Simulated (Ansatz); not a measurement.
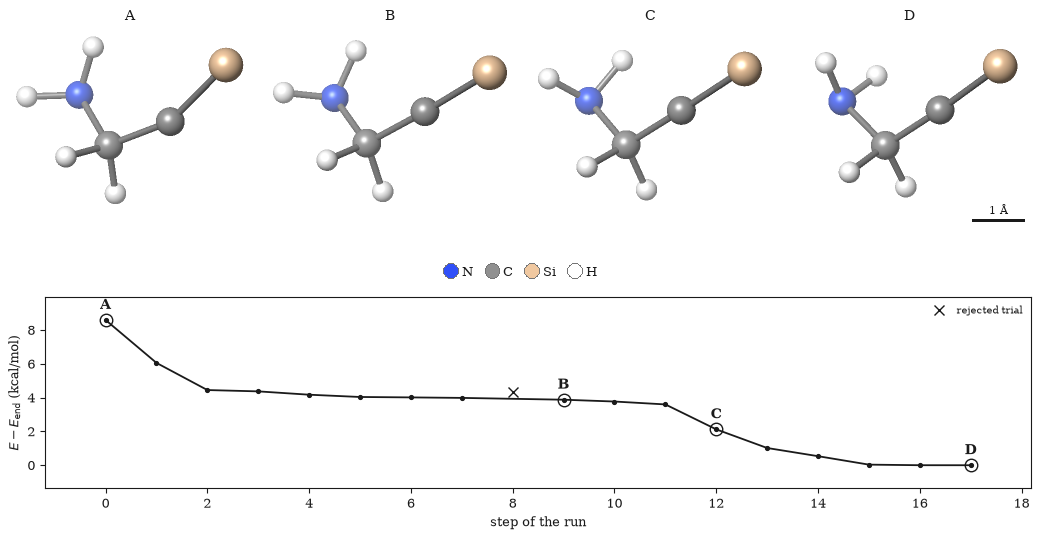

Frames of a relaxation of C2H4NSi (charge −1), marked on the history of the run. A ball-and-stick model, seen at a tilt.

The run prepares an end point of a later path (torsion) calculation, from a guessed geometry.

Theory: RKS PBE0/def2-SVP in Ansatz 0.2.0. Set-up: no spin polarisation; force threshold 0.015 eV/Å; at most 40 steps.

Describe the path.

The atom that moves furthest after the best rigid fit is an H atom (1.04 Å). Largest moves by element: H 1.04 Å, N 0.37 Å, C 0.31 Å, Si 0.21 Å. Some distances before and after: C–N 1.533 → 1.485 Å, C–Si 1.683 → 1.651 Å, C–C 1.438 → 1.469 Å, C–H 1.134 → 1.112 Å. Bond angles that change, for instance: C–C–Si 157.5° → 176.8°, H–N–H 107.1° → 101.1°, C–N–H 110.3° → 104.4°. Groups turn about C–N by about 85°. After 16 accepted moves (17 points after the start) the energy has fallen by 8.60 kcal/mol. The largest force component goes from 2 to 0.011 eV/Å. The line search rejected the trial step at point 8 of the run. From step 0 to 9: a C atom moves most (0.22 Å), energy −4.72 kcal/mol. From step 9 to 12: an H atom moves most (0.43 Å), energy −1.76 kcal/mol. From step 12 to 17: an H atom moves most (0.49 Å), energy −2.12 kcal/mol.

Limits of the set-up: the basis has no diffuse functions, which an anion needs.
